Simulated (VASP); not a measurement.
Band structure of TaC (rock salt). These are PBE GGA, VASP's PBE PAW potentials (set 64) (plane waves; VASP) values and carry that method's errors.

Unless said otherwise, spin-orbit coupling is left out, though it shifts the bands of the heavy elements here.

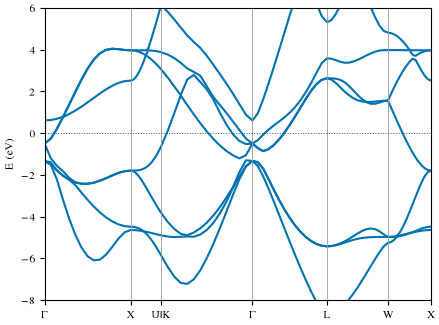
*Bands along high-symmetry lines, zero at the valence-band maximum or, without a gap, the Fermi level*

Problem. Read the plot: is there a gap, and where are the band edges?

Solution. It has no gap at this level: it comes out as a metal or semimetal. (Edges off the drawn lines would not show.)

The compound is TaC in the rock salt structure. It was relaxed first. The electron count is odd and the run is not spin-polarised, which forces a metal.
